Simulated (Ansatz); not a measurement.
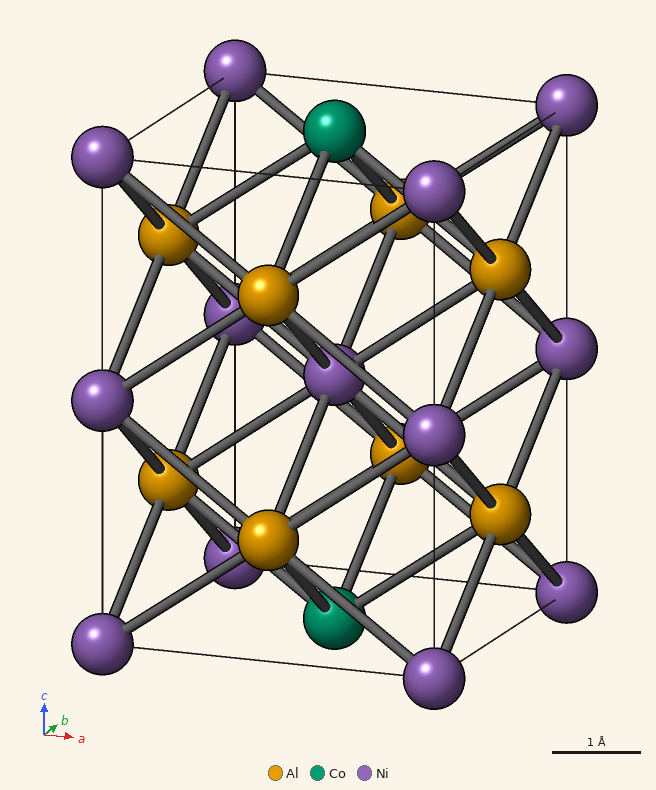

The structure above is drawn in ball-and-stick style and viewed slightly off an axis. One simulation cell is framed, with atoms on its boundary repeated.

```yaml
crystal:
  lattice:
    - [4.08313, 0.00000, 0.00000]
    - [0.00000, 4.08313, 0.00000]
    - [0.00000, 0.00000, 5.76708]
  atoms:
    - { symbol: Al, position: [0.50000, 0.00000, 0.75134] }
    - { symbol: Al, position: [0.50000, 0.00000, 0.24866] }
    - { symbol: Al, position: [0.00000, 0.50000, 0.75134] }
    - { symbol: Al, position: [0.00000, 0.50000, 0.24866] }
    - { symbol: Co, position: [0.50000, 0.50000, 0.00000] }
    - { symbol: Ni, position: [0.00000, 0.00000, 0.50000] }
    - { symbol: Ni, position: [0.00000, 0.00000, 0.00000] }
    - { symbol: Ni, position: [0.50000, 0.50000, 0.50000] }
```

Results below were computed with Ansatz, DFT PBE, scalar-relativistic, plane waves, PAW; the settings were a kinetic-energy cutoff of 420 eV, the zone sampled with 10×10×8 points, Gaussian smearing of 0.1 eV, collinear spins. The state is ferromagnetic.

What does a Bader analysis give?

Al +1.70 e; Co -1.83 e; Ni -1.66 e.

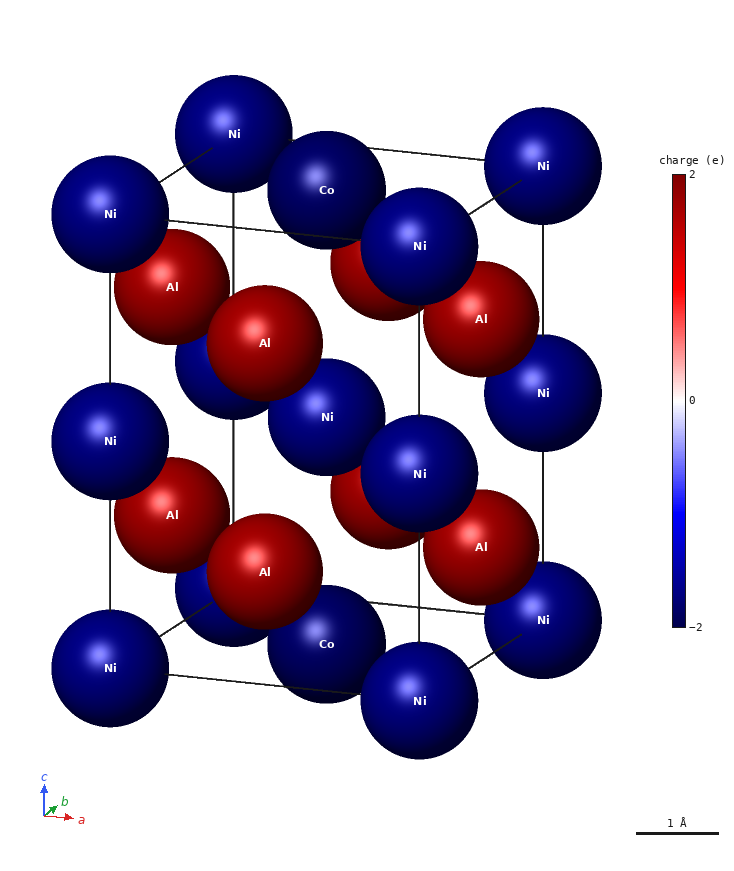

The atoms coloured by those charges.

The structure comes from a structure type filled with these elements by a generator (whether the compound takes this form wasn't checked). Earlier steps of the study may have refined or changed the cell and positions. It was the input of a calculation with Ansatz.
